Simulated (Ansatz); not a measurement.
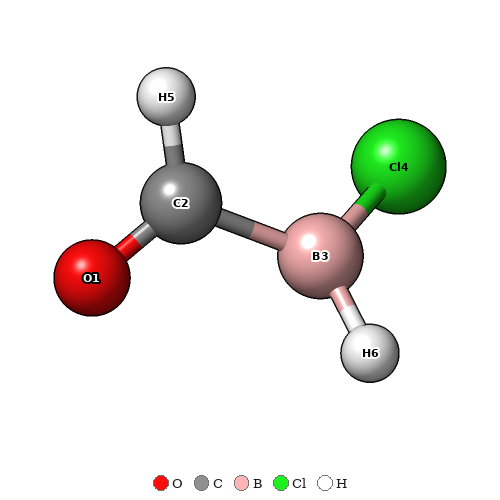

The system is CH2BClO, SMILES O=CBCl; the picture shows the reference structure. 
- Coordinates scanned: (1) angle O1–C2–B3; (2) dihedral O1–C2–B3–Cl4.
- Nothing is relaxed (all other coordinates rigid).
- Grid: 15 × 15 points.
- Energies are in eV, from the lowest grid point.
- Method: Ansatz, RHF/def2-TZVP.

Its coordinates:

```yaml
atoms:
  - { symbol: O, position_ang: [1.3979, -0.2693, -1.1135] }
  - { symbol: C, position_ang: [0.8064, -0.2755, -0.0836] }
  - { symbol: B, position_ang: [-0.6485, 0.3862, 0.0166] }
  - { symbol: Cl, position_ang: [-1.8972, -0.4928, 0.8650] }
  - { symbol: H, position_ang: [1.2404, -0.7757, 0.7931] }
  - { symbol: H, position_ang: [-0.8990, 1.4271, -0.4776] }
```

Range: angle O1–C2–B3 from 85.3 to 155.3°; dihedral O1–C2–B3–Cl4 from −180 to 156°.

### What landscape does the calculation give?

The lowest grid point is at angle O1–C2–B3 = 120.3°, dihedral O1–C2–B3–Cl4 = 132°. The highest grid point, angle O1–C2–B3 = 85.3°, dihedral O1–C2–B3–Cl4 = 12°, lies 3.17 eV above the lowest. Round the minimum the two coordinates are weakly coupled (coupling −0.15 in units of the two stiffnesses).

```
dihedral O1–C2–B3–Cl4 ↓, angle O1–C2–B3 →  85.3  90.3  95.3  100.3  105.3  110.3  115.3  120.3  125.3  130.3  135.3  140.3  145.3  150.3  155.3
                                      156  2.24  1.64  1.13   0.72   0.41   0.18   0.05   0.00   0.04   0.17   0.38   0.69   1.09   1.59   2.20
                                      132  1.79  1.34  0.94   0.61   0.35   0.15   0.04   0.00   0.04   0.16   0.37   0.66   1.04   1.51   2.08
                                      108  1.47  1.13  0.82   0.54   0.31   0.15   0.04   0.01   0.05   0.16   0.35   0.63   0.99   1.44   1.98
                                       84  1.48  1.15  0.85   0.57   0.34   0.17   0.07   0.03   0.06   0.17   0.35   0.62   0.98   1.42   1.94
                                       60  1.87  1.44  1.04   0.71   0.44   0.23   0.10   0.05   0.08   0.18   0.37   0.64   1.00   1.45   1.99
                                       36  2.55  1.90  1.35   0.90   0.56   0.31   0.15   0.08   0.10   0.20   0.40   0.68   1.06   1.53   2.10
                                       12  3.17  2.31  1.61   1.06   0.65   0.36   0.18   0.10   0.11   0.22   0.42   0.72   1.11   1.61   2.21
                                      −12  3.16  2.30  1.61   1.06   0.65   0.36   0.18   0.10   0.11   0.22   0.42   0.72   1.11   1.61   2.22
                                      −36  2.54  1.89  1.34   0.90   0.55   0.30   0.14   0.07   0.09   0.20   0.40   0.69   1.07   1.55   2.12
                                      −60  1.87  1.44  1.04   0.70   0.43   0.23   0.10   0.05   0.07   0.18   0.37   0.64   1.01   1.46   2.00
                                      −84  1.49  1.17  0.86   0.58   0.35   0.18   0.07   0.03   0.06   0.16   0.35   0.62   0.97   1.41   1.93
                                     −108  1.49  1.16  0.84   0.56   0.33   0.16   0.05   0.01   0.05   0.16   0.35   0.62   0.97   1.42   1.95
                                     −132  1.81  1.37  0.97   0.64   0.37   0.17   0.05   0.01   0.04   0.16   0.36   0.65   1.02   1.49   2.04
                                     −156  2.26  1.66  1.15   0.74   0.42   0.20   0.06   0.01   0.04   0.17   0.38   0.68   1.08   1.57   2.17
                                     −180  2.48  1.79  1.23   0.78   0.44   0.20   0.06   0.01   0.04   0.17   0.39   0.70   1.11   1.62   2.24
```

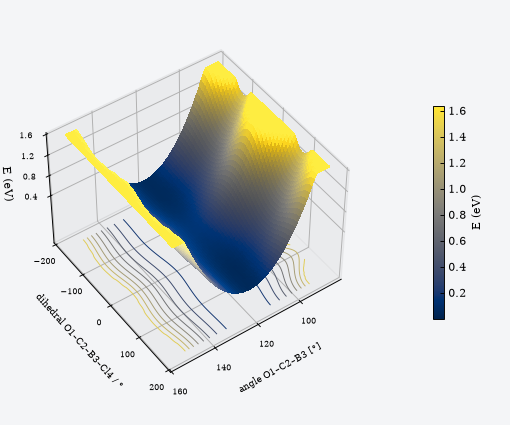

In the figure: a relief with its contours projected below, any walls above the top of the colour scale cut off. Between grid points the surface is interpolated.

Time for the 225 points that were run: 18 min on 1 thread of Arm Neoverse N1, with other jobs on the host.
